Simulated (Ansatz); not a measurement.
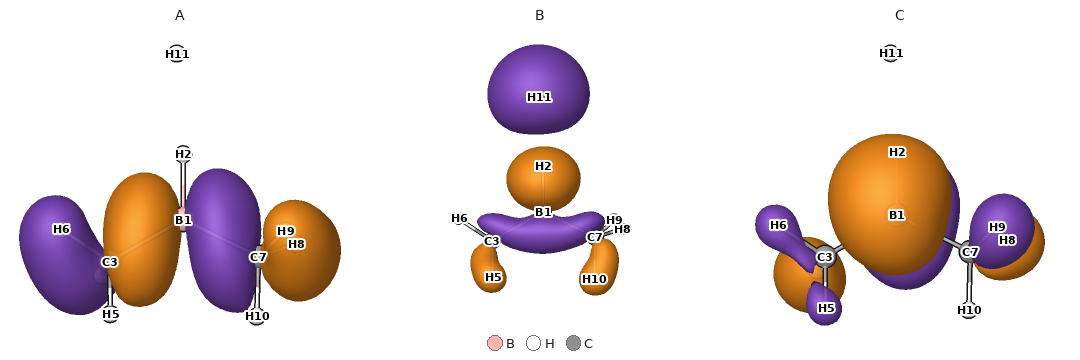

The picture shows: C$_{2}$H$_{7}$B···H (doublet). Three frontier orbitals at ±0.1 Å⁻³ᐟ² (orange and purple are the two phases), in no order.

Not at a stationary point (largest force 0.6 eV/Å).

Method: UKS LDA/6-31G* (Ansatz).

```xyz
11

B     0.0006    0.0156   -0.0977
H    -0.0335   -0.0303    1.1073
C     1.3797    0.0535   -0.8070
H     1.6817   -1.0103   -0.9380
H     1.3436    0.4861   -1.8257
H     2.1935    0.5208   -0.2240
C    -1.3600   -0.0012   -0.8472
H    -1.9419   -0.8990   -0.5517
H    -1.9875    0.8467   -0.5014
H    -1.2946    0.0354   -1.9507
H     0.0186   -0.0174    2.9645
```

Q: Order the three orbitals by energy and name them. All are α orbitals.

A: A is the HOMO−1 (α) (−7.41 eV). Its weight (Hirshfeld) is mainly on C3 (about 30 %), C7 (about 25 %) and B1 (about 25 %). B is the HOMO (α) (−5.81 eV). It lies mainly on H11 (about 60 %), B1 (about 15 %) and H2 (about 10 %). C is the LUMO (α) (−1.63 eV). It lies mainly on B1 (about 55 %), C3 (about 10 %), C7 (about 10 %) and H2 (about 5 %).

Q: What is the gap between the highest occupied and lowest empty α orbitals?

A: 4.18 eV between the orbital energies.
